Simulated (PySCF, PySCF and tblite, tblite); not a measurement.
**C₆H₉B: conformers and averaged spectra, part 1 of 2**

Aim: find the conformers of C₆H₉B (`C=CB(C=C)C=C`), weigh them, and average their properties.

Computed with tblite 0.8.0 (tight binding) and PySCF 2.14.0 (DFT, with response routines of our own); each step states its level. Atoms count from 0 throughout.

## (1) The molecule as given

16 atoms, charge 0, multiplicity 1; geometry from: UFF geometry.

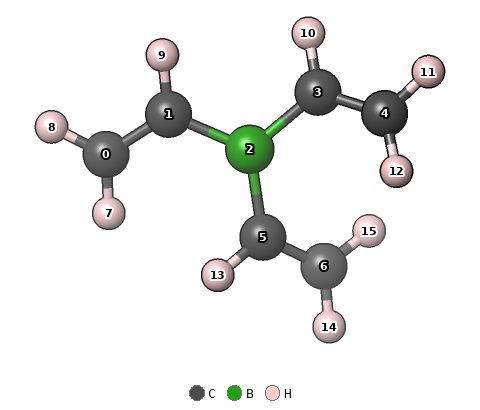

The starting geometry (carbon dark grey, boron green, hydrogen pink), atoms numbered.

## (2) GFN2-xTB relaxation, conformer 1

The job: settings as JSON, then the geometry in Å.

```
{"job": {"xc": "GFN2-xTB", "basis": "xTB", "kind": "relax"}, "charge": 0, "multiplicity": 1}
C      2.772600    -0.100800     0.205900
C      1.722900     0.736200     0.040700
B      0.231400     0.253100     0.061100
C     -0.885900     1.391100    -0.001500
C     -2.123700     1.178300    -0.446800
C     -0.140900    -1.286900     0.080900
C     -1.237100    -1.762000     0.664100
H      2.637900    -1.158900     0.362000
H      3.779700     0.293900     0.198600
H      1.921800     1.790900    -0.068000
H     -0.604200     2.386700     0.302600
H     -2.831300     2.001300    -0.484900
H     -2.446800     0.216100    -0.822600
H      0.573000    -1.992000    -0.346900
H     -1.426700    -2.825600     0.677100
H     -1.950200    -1.112400     1.180100
```

On the command line:

```sh
> OMP_NUM_THREADS=1 python ens_run.py task.json out
```

The driver reads the study from task.json and runs its stages one after another.

The program printed:

```text
step      E/eV     max force
  0    -504.31813    1.363
  1    -504.36784    1.003
  2    -504.39117    0.405
  3    -504.40306    0.218
  4    -504.40563    0.100
  5    -504.40625    0.087
  6    -504.40720    0.107
  7    -504.40821    0.092
  8    -504.40867    0.042
  9    -504.40879    0.026
 10    -504.40879    0.026
 11    -504.40883    0.024
 12    -504.40908    0.036
 13    -504.40915    0.036
 14    -504.40926    0.033
 15    -504.40943    0.034
 16    -504.40959    0.033
 17    -504.40978    0.036
 18    -504.40993    0.031
 19    -504.41006    0.031
 20    -504.41019    0.031
 21    -504.41031    0.029
 22    -504.41042    0.029
 23    -504.41052    0.033
 24    -504.41066    0.035
 25    -504.41083    0.031
 26    -504.41098    0.032
 27    -504.41111    0.024
 28    -504.41122    0.033
 29    -504.41134    0.033
 30    -504.41145    0.025
 31    -504.41153    0.020
 32    -504.41157    0.016
 33    -504.41161    0.017
 34    -504.41165    0.015
 35    -504.41167    0.011
 36    -504.41169    0.008
 37    -504.41170    0.008
 38    -504.41172    0.010
 39    -504.41173    0.010
 40    -504.41174    0.010
 41    -504.41176    0.008
 42    -504.41177    0.008
 43    -504.41178    0.007
 44    -504.41178    0.006
 45    -504.41179    0.006
 46    -504.41179    0.007
 47    -504.41181    0.008
 48    -504.41182    0.010
 49    -504.41183    0.009
 50    -504.41184    0.006
 51    -504.41185    0.007
 52    -504.41185    0.007
 53    -504.41186    0.006
 54    -504.41186    0.004
 55    -504.41187    0.004
 56    -504.41187    0.005
 57    -504.41188    0.005
 58    -504.41188    0.004
 59    -504.41188    0.003
```

Wall time 0.29 s (1 thread of Arm Neoverse V1, shared host).

Relaxing gained 0.094 eV and moved the atoms by 0.06 Å on average (rms).

**GFN2-xTB relaxation, conformer 2**

The job: settings as JSON, then the geometry in Å.

```
{"job": {"xc": "GFN2-xTB", "basis": "xTB", "kind": "relax"}, "charge": 0, "multiplicity": 1}
C      2.223300    -1.241500     0.373700
C      0.874500    -1.249400     0.422100
B     -0.008800     0.006400     0.107700
C     -1.581600    -0.153000    -0.100500
C     -2.163100    -1.336500    -0.348600
C      0.617400     1.458400     0.118500
C      0.006500     2.541100    -0.374700
H      2.775200    -0.350600     0.081500
H      2.778200    -2.142200     0.611000
H      0.387100    -2.183600     0.711700
H     -2.217100     0.715200    -0.020500
H     -3.242500    -1.388900    -0.479300
H     -1.594300    -2.246800    -0.463200
H      1.617700     1.585200     0.540100
H      0.495400     3.512700    -0.328700
H     -0.975400     2.482500    -0.822700
```

The program printed:

```text
step      E/eV     max force
  0    -504.31265    1.223
  1    -504.35305    0.725
  2    -504.37526    0.399
  3    -504.38670    0.148
  4    -504.38789    0.089
  5    -504.38858    0.083
  6    -504.38981    0.112
  7    -504.39069    0.091
  8    -504.39104    0.037
  9    -504.39104    0.036
 10    -504.39115    0.033
 11    -504.39145    0.041
 12    -504.39159    0.046
 13    -504.39177    0.031
 14    -504.39195    0.038
 15    -504.39224    0.061
 16    -504.39262    0.070
 17    -504.39296    0.053
 18    -504.39317    0.037
 19    -504.39333    0.037
 20    -504.39347    0.036
 21    -504.39360    0.029
 22    -504.39370    0.026
 23    -504.39379    0.025
 24    -504.39389    0.036
 25    -504.39403    0.037
 26    -504.39417    0.037
 27    -504.39431    0.027
 28    -504.39446    0.033
 29    -504.39469    0.055
 30    -504.39500    0.063
 31    -504.39529    0.045
 32    -504.39546    0.024
 33    -504.39553    0.020
 34    -504.39558    0.021
 35    -504.39565    0.019
 36    -504.39574    0.023
 37    -504.39586    0.032
 38    -504.39606    0.051
 39    -504.39642    0.070
 40    -504.39698    0.073
 41    -504.39765    0.062
 42    -504.39817    0.042
 43    -504.39846    0.040
 44    -504.39873    0.046
 45    -504.39902    0.049
 46    -504.39930    0.054
 47    -504.39951    0.034
 48    -504.39968    0.032
 49    -504.39983    0.033
 50    -504.39995    0.029
 51    -504.40000    0.018
 52    -504.40002    0.012
 53    -504.40004    0.009
 54    -504.40005    0.007
 55    -504.40005    0.004
```

Run time: 0.31 s. Hardware: 1 thread of Arm Neoverse V1, shared host.

Relaxing gained 0.087 eV and moved the atoms by 0.15 Å on average (rms).

## (3) Shieldings, conformer 1: wB97X-D/pcSseg-1 in methanol

The job: settings as JSON, then the geometry in Å.

```
{"job": {"xc": "wB97X-D", "basis": "pcSseg-1", "solvent": "methanol", "kind": "nmr", "pop": true}, "charge": 0, "multiplicity": 1}
C      2.761909    -0.085360     0.214935
C      1.711462     0.714740     0.039067
B      0.222506     0.259132     0.040318
C     -0.881221     1.353902     0.011034
C     -2.107860     1.191530    -0.481272
C     -0.151086    -1.249326     0.071210
C     -1.208507    -1.758023     0.699401
H      2.645502    -1.146671     0.367024
H      3.779521     0.277095     0.226004
H      1.921452     1.772379    -0.095442
H     -0.628261     2.344040     0.381210
H     -2.838675     1.986632    -0.511218
H     -2.423529     0.248746    -0.899352
H      0.506647    -1.954362    -0.428754
H     -1.424703    -2.816325     0.721541
H     -1.892755    -1.129186     1.246864
```

The program printed:

```text
coarse grid: 13184 points
cycle   1  E = -258.6442184650  dE =  9.090e-01  |g| = 3.250e-01  |ddm| = 3.432e+00
cycle   2  E = -258.6670023890  dE = -2.278e-02  |g| = 2.155e-01  |ddm| = 4.658e-01
cycle   3  E = -258.6785474485  dE = -1.155e-02  |g| = 4.543e-02  |ddm| = 1.908e-01
cycle   4  E = -258.6790552236  dE = -5.078e-04  |g| = 2.362e-02  |ddm| = 5.243e-02
cycle   5  E = -258.6791991438  dE = -1.439e-04  |g| = 1.725e-03  |ddm| = 2.086e-02
cycle   6  E = -258.6792013314  dE = -2.188e-06  |g| = 8.374e-04  |ddm| = 4.278e-03
final grid: 126808 points
cycle   7  E = -258.7219533742  dE = -1.519e-04  |g| = 3.140e-03  |ddm| = 4.209e-02
cycle   8  E = -258.7219564421  dE = -3.068e-06  |g| = 1.452e-03  |ddm| = 8.054e-03
cycle   9  E = -258.7219569626  dE = -5.205e-07  |g| = 5.327e-04  |ddm| = 1.842e-03
cycle  10  E = -258.7219570486  dE = -8.600e-08  |g| = 1.502e-04  |ddm| = 8.916e-04
cycle  11  E = -258.7219570550  dE = -6.446e-09  |g| = 5.020e-05  |ddm| = 1.646e-04
cycle  12  E = -258.7219570560  dE = -1.031e-09  |g| = 1.403e-05  |ddm| = 8.407e-05
cycle  13  E = -258.7219570562  dE = -1.712e-10  |g| = 5.270e-06  |ddm| = 3.040e-05
converged SCF energy = -258.7219570562

GIAO shielding tensors (ppm)
atom      isotropic    diamagn.    paramagn.     s11        s22        s33       span
  0 C       32.849     254.717    -221.868    -96.037     28.760    165.824    261.861
  1 C       37.108     259.243    -222.135    -87.401     24.228    174.497    261.899
  2 B       46.754     190.460    -143.706      8.506     16.521    115.235    106.729
  3 C       35.395     260.068    -224.673    -90.662     25.609    171.239    261.900
  4 C       33.617     255.582    -221.965    -88.053     24.559    164.343    252.396
  5 C       39.473     260.894    -221.421    -87.735     27.376    178.780    266.515
  6 C       36.595     255.774    -219.179    -84.260     29.479    164.565    248.825
  7 H       24.830      32.427      -7.597     21.668     24.284     28.537      6.869
  8 H       24.785      28.248      -3.463     21.917     24.550     27.887      5.970
  9 H       24.718      31.910      -7.192     21.328     24.472     28.355      7.027
 10 H       24.639      32.172      -7.533     21.239     24.609     28.069      6.831
 11 H       24.929      28.985      -4.056     22.363     24.842     27.581      5.218
 12 H       25.224      33.205      -7.981     21.173     25.220     29.278      8.104
 13 H       24.463      33.466      -9.004     20.927     23.997     28.464      7.537
 14 H       25.033      29.761      -4.728     22.205     25.110     27.785      5.580
 15 H       25.441      33.106      -7.665     21.280     25.730     29.314      8.034
```

It took 29 s on 1 thread of Arm Neoverse V1, shared host; peak memory 0.91 GiB.

Key values: HOMO -9.53 eV, LUMO -0.30 eV; dipole 0.36 D.

## (4) Single-point energy, conformer 1: PBE0/def2-SVP in methanol

The job, as its differences from that of step 3:

```diff
@@ -1,2 +1,2 @@
-{"job": {"xc": "wB97X-D", "basis": "pcSseg-1", "solvent": "methanol", "kind": "nmr", "pop": true}, "charge": 0, "multiplicity": 1}
+{"job": {"xc": "PBE0", "basis": "def2-SVP", "solvent": "methanol", "kind": "sp"}, "charge": 0, "multiplicity": 1}
 C      2.761909    -0.085360     0.214935
```

The program printed:

```text
coarse grid: 13184 points
cycle   1  E = -258.2364109330  dE =  6.168e-01  |g| = 4.032e-01  |ddm| = 4.105e+00
cycle   2  E = -258.2358367952  dE =  5.741e-04  |g| = 4.144e-01  |ddm| = 9.436e-01
cycle   3  E = -258.2835018291  dE = -4.767e-02  |g| = 8.738e-02  |ddm| = 5.041e-01
cycle   4  E = -258.2853930462  dE = -1.891e-03  |g| = 2.511e-02  |ddm| = 9.015e-02
cycle   5  E = -258.2855609979  dE = -1.680e-04  |g| = 3.834e-03  |ddm| = 2.555e-02
cycle   6  E = -258.2855655062  dE = -4.508e-06  |g| = 5.863e-04  |ddm| = 5.334e-03
final grid: 126808 points
cycle   7  E = -258.3259536653  dE = -3.457e-05  |g| = 7.528e-03  |ddm| = 3.388e-02
cycle   8  E = -258.3259556048  dE = -1.939e-06  |g| = 7.193e-03  |ddm| = 1.479e-02
cycle   9  E = -258.3259697412  dE = -1.414e-05  |g| = 5.689e-04  |ddm| = 7.149e-03
cycle  10  E = -258.3259698197  dE = -7.852e-08  |g| = 2.452e-04  |ddm| = 8.322e-04
cycle  11  E = -258.3259698356  dE = -1.583e-08  |g| = 5.019e-05  |ddm| = 2.268e-04
cycle  12  E = -258.3259698361  dE = -5.911e-10  |g| = 1.464e-05  |ddm| = 5.796e-05
converged SCF energy = -258.3259698361
```

Run time: 6.7 s. Hardware: 1 thread of Arm Neoverse V1, shared host; peak memory 0.72 GiB.

In short: HOMO -7.64 eV, LUMO -1.98 eV; dipole 0.27 D.

## (5) Shieldings, conformer 2: wB97X-D/pcSseg-1 in methanol

The job: settings as JSON, then the geometry in Å.

```
{"job": {"xc": "wB97X-D", "basis": "pcSseg-1", "solvent": "methanol", "kind": "nmr", "pop": false}, "charge": 0, "multiplicity": 1}
C      2.178023    -1.247552     0.306753
C      0.865293    -1.208627     0.526843
B     -0.042777     0.025196     0.252153
C     -1.568411    -0.169156     0.013585
C     -2.131266    -1.297926    -0.413396
C      0.575367     1.453067     0.214010
C      0.041528     2.494735    -0.420984
H      2.712137    -0.392418    -0.076855
H      2.775108    -2.131764     0.475716
H      0.404139    -2.120309     0.894768
H     -2.230063     0.677039     0.172717
H     -3.190925    -1.390360    -0.601744
H     -1.544972    -2.180740    -0.614741
H      1.525924     1.619500     0.711901
H      0.513830     3.465666    -0.454796
H     -0.890534     2.412592    -0.957780
```

The program printed:

```text
coarse grid: 13184 points
cycle   1  E = -258.6437222013  dE =  9.071e-01  |g| = 3.264e-01  |ddm| = 3.431e+00
cycle   2  E = -258.6664362125  dE = -2.271e-02  |g| = 2.193e-01  |ddm| = 4.658e-01
cycle   3  E = -258.6783375537  dE = -1.190e-02  |g| = 4.647e-02  |ddm| = 1.931e-01
cycle   4  E = -258.6788744343  dE = -5.369e-04  |g| = 2.341e-02  |ddm| = 5.140e-02
cycle   5  E = -258.6790165887  dE = -1.422e-04  |g| = 1.710e-03  |ddm| = 2.043e-02
cycle   6  E = -258.6790188701  dE = -2.281e-06  |g| = 7.918e-04  |ddm| = 4.306e-03
final grid: 126808 points
cycle   7  E = -258.7217644679  dE = -1.635e-04  |g| = 3.409e-03  |ddm| = 4.129e-02
cycle   8  E = -258.7217679787  dE = -3.511e-06  |g| = 1.754e-03  |ddm| = 8.479e-03
cycle   9  E = -258.7217686840  dE = -7.053e-07  |g| = 5.055e-04  |ddm| = 1.774e-03
cycle  10  E = -258.7217687725  dE = -8.854e-08  |g| = 1.814e-04  |ddm| = 1.025e-03
cycle  11  E = -258.7217687816  dE = -9.050e-09  |g| = 4.367e-05  |ddm| = 1.708e-04
cycle  12  E = -258.7217687829  dE = -1.263e-09  |g| = 1.115e-05  |ddm| = 1.093e-04
cycle  13  E = -258.7217687830  dE = -1.031e-10  |g| = 5.921e-06  |ddm| = 2.405e-05
converged SCF energy = -258.7217687830

GIAO shielding tensors (ppm)
atom      isotropic    diamagn.    paramagn.     s11        s22        s33       span
  0 C       34.994     255.299    -220.305    -93.267     31.482    166.768    260.035
  1 C       37.400     260.162    -222.762    -88.459     23.597    177.061    265.520
  2 B       48.734     190.727    -141.993     15.125     15.169    115.908    100.783
  3 C       37.430     260.147    -222.717    -88.409     23.597    177.102    265.511
  4 C       35.006     255.293    -220.287    -93.218     31.471    166.764    259.983
  5 C       37.450     260.152    -222.702    -88.371     23.655    177.066    265.438
  6 C       34.973     255.287    -220.314    -93.297     31.431    166.784    260.080
  7 H       25.010      32.709      -7.699     21.456     24.923     28.650      7.195
  8 H       24.852      29.018      -4.166     21.806     24.781     27.970      6.164
  9 H       24.534      32.893      -8.359     20.712     24.189     28.700      7.988
 10 H       24.534      32.893      -8.359     20.716     24.185     28.702      7.987
 11 H       24.853      29.016      -4.164     21.810     24.779     27.968      6.158
 12 H       25.012      32.710      -7.697     21.462     24.924     28.652      7.190
 13 H       24.536      32.896      -8.360     20.718     24.185     28.707      7.989
 14 H       24.850      29.013      -4.163     21.804     24.776     27.970      6.166
 15 H       25.009      32.704      -7.695     21.457     24.923     28.647      7.189
```

Run time: 23 s. Hardware: 1 thread of Arm Neoverse V1, shared host; peak memory 0.94 GiB.

This run: HOMO -9.59 eV, LUMO -0.37 eV; dipole 0.38 D.

## (6) Single-point energy, conformer 2: PBE0/def2-SVP in methanol

The job, as its differences from that of step 5:

```diff
@@ -1,2 +1,2 @@
-{"job": {"xc": "wB97X-D", "basis": "pcSseg-1", "solvent": "methanol", "kind": "nmr", "pop": false}, "charge": 0, "multiplicity": 1}
+{"job": {"xc": "PBE0", "basis": "def2-SVP", "solvent": "methanol", "kind": "sp"}, "charge": 0, "multiplicity": 1}
 C      2.178023    -1.247552     0.306753
```

The program printed:

```text
coarse grid: 13184 points
cycle   1  E = -258.2356743925  dE =  6.152e-01  |g| = 4.040e-01  |ddm| = 4.106e+00
cycle   2  E = -258.2345739846  dE =  1.100e-03  |g| = 4.174e-01  |ddm| = 9.624e-01
cycle   3  E = -258.2829217741  dE = -4.835e-02  |g| = 8.971e-02  |ddm| = 5.120e-01
cycle   4  E = -258.2849351713  dE = -2.013e-03  |g| = 2.432e-02  |ddm| = 9.019e-02
cycle   5  E = -258.2850929596  dE = -1.578e-04  |g| = 3.544e-03  |ddm| = 2.448e-02
cycle   6  E = -258.2850968906  dE = -3.931e-06  |g| = 4.381e-04  |ddm| = 5.085e-03
final grid: 126808 points
cycle   7  E = -258.3256012169  dE = -3.466e-05  |g| = 7.719e-03  |ddm| = 3.339e-02
cycle   8  E = -258.3256034082  dE = -2.191e-06  |g| = 7.329e-03  |ddm| = 1.518e-02
cycle   9  E = -258.3256180968  dE = -1.469e-05  |g| = 5.759e-04  |ddm| = 7.247e-03
cycle  10  E = -258.3256181810  dE = -8.416e-08  |g| = 2.430e-04  |ddm| = 8.212e-04
cycle  11  E = -258.3256181967  dE = -1.572e-08  |g| = 4.730e-05  |ddm| = 2.332e-04
cycle  12  E = -258.3256181973  dE = -5.547e-10  |g| = 9.362e-06  |ddm| = 5.679e-05
converged SCF energy = -258.3256181973
```

Wall time 6.8 s (1 thread of Arm Neoverse V1, shared host); peak memory 0.72 GiB.

This run: HOMO -7.69 eV, LUMO -2.05 eV; dipole 0.35 D.

## (7) Couplings, conformer 1: B3LYP/6-31G*+pcJ-1

The job: settings as JSON, then the geometry in Å.

```
{"job": {"xc": "B3LYP", "basis": {"default": "6-31G*", "H": "pcJ-1", "B": "pcJ-1"}, "nuclei": ["H", "F", "P", "Si", "B"], "kind": "j"}, "charge": 0, "multiplicity": 1}
C      2.761909    -0.085360     0.214935
C      1.711462     0.714740     0.039067
B      0.222506     0.259132     0.040318
C     -0.881221     1.353902     0.011034
C     -2.107860     1.191530    -0.481272
C     -0.151086    -1.249326     0.071210
C     -1.208507    -1.758023     0.699401
H      2.645502    -1.146671     0.367024
H      3.779521     0.277095     0.226004
H      1.921452     1.772379    -0.095442
H     -0.628261     2.344040     0.381210
H     -2.838675     1.986632    -0.511218
H     -2.423529     0.248746    -0.899352
H      0.506647    -1.954362    -0.428754
H     -1.424703    -2.816325     0.721541
H     -1.892755    -1.129186     1.246864
```

The program printed:

```text
coarse grid: 13184 points
cycle   1  E = -258.8253615011  dE =  6.379e-01  |g| = 5.187e-01  |ddm| = 3.362e+00
cycle   2  E = -258.7968600692  dE =  2.850e-02  |g| = 6.030e-01  |ddm| = 1.154e+00
cycle   3  E = -258.8970061851  dE = -1.001e-01  |g| = 1.548e-01  |ddm| = 7.248e-01
cycle   4  E = -258.9035555004  dE = -6.549e-03  |g| = 2.689e-02  |ddm| = 1.424e-01
cycle   5  E = -258.9037463284  dE = -1.908e-04  |g| = 5.518e-03  |ddm| = 2.542e-02
cycle   6  E = -258.9037542501  dE = -7.922e-06  |g| = 1.584e-03  |ddm| = 6.230e-03
final grid: 126808 points
cycle   7  E = -258.8613663240  dE = -5.105e-05  |g| = 8.005e-03  |ddm| = 2.665e-02
cycle   8  E = -258.8613602370  dE =  6.087e-06  |g| = 9.268e-03  |ddm| = 1.443e-02
cycle   9  E = -258.8613827027  dE = -2.247e-05  |g| = 1.806e-03  |ddm| = 8.321e-03
cycle  10  E = -258.8613835783  dE = -8.756e-07  |g| = 3.866e-04  |ddm| = 1.856e-03
cycle  11  E = -258.8613836126  dE = -3.436e-08  |g| = 1.565e-04  |ddm| = 3.938e-04
cycle  12  E = -258.8613836189  dE = -6.248e-09  |g| = 3.929e-05  |ddm| = 1.432e-04
cycle  13  E = -258.8613836193  dE = -3.938e-10  |g| = 9.987e-06  |ddm| = 4.176e-05
converged SCF energy = -258.8613836193

Indirect spin-spin couplings (Hz)
  i      j    bonds     total        FC       PSO       DSO        SD
  2 B    7 H    3      6.039     6.066    -0.047     0.043    -0.024
  2 B    8 H    3      9.434     9.615     0.385    -0.534    -0.032
  2 B    9 H    2      1.850     2.325    -0.207    -0.255    -0.013
  2 B   10 H    2      2.208     2.658    -0.197    -0.249    -0.005
  2 B   11 H    3      9.511     9.731     0.376    -0.534    -0.062
  2 B   12 H    3      5.863     5.874    -0.071     0.069    -0.009
  2 B   13 H    2      2.001     2.408    -0.182    -0.231     0.006
  2 B   14 H    3      9.556     9.791     0.358    -0.533    -0.061
  2 B   15 H    3      5.738     5.742    -0.084     0.082    -0.001
  7 H    8 H    2      2.376     3.152     2.712    -3.488         -
  7 H    9 H    3     19.151    20.808     1.629    -3.287         -
  7 H   10 H    5     -0.392    -0.147     0.710    -0.956         -
  7 H   13 H    5      0.334    -0.363    -1.513     2.210         -
  8 H    9 H    3     14.094    14.679     0.047    -0.631         -
  8 H   10 H    5     -0.351    -0.163     0.497    -0.686         -
  8 H   13 H    5     -0.487    -0.210     0.563    -0.839         -
  9 H   10 H    4      0.439    -0.042    -0.787     1.267         -
  9 H   11 H    5     -0.226    -0.045     0.471    -0.652         -
  9 H   12 H    5     -0.283    -0.055     0.659    -0.888         -
  9 H   13 H    4     -0.615    -0.230     0.988    -1.373         -
 10 H   11 H    3     14.089    14.670     0.040    -0.621         -
 10 H   12 H    3     18.625    20.270     1.607    -3.253         -
 10 H   13 H    4     -0.295     0.112     1.138    -1.546         -
 10 H   14 H    5     -0.611    -0.171     0.915    -1.355         -
 10 H   15 H    5     -0.297    -0.120     0.370    -0.547         -
 11 H   12 H    2      2.927     3.695     2.674    -3.443         -
 11 H   13 H    5     -0.628    -0.200     0.895    -1.323         -
 11 H   14 H    6     -0.256     0.096     0.705    -1.056         -
 12 H   13 H    5     -0.304    -0.154     0.299    -0.449         -
 12 H   15 H    6      0.789     0.315    -0.995     1.469         -
 13 H   14 H    3     14.771    15.345    -0.001    -0.573         -
 13 H   15 H    3     18.993    20.632     1.592    -3.230         -
 14 H   15 H    2      2.997     3.750     2.678    -3.431         -
```

Wall time 34 s (1 thread of Arm Neoverse V1, shared host); peak memory 0.97 GiB.

This run: HOMO -7.18 eV, LUMO -1.94 eV; dipole 0.19 D.

(Continued in part 2 of 2.)
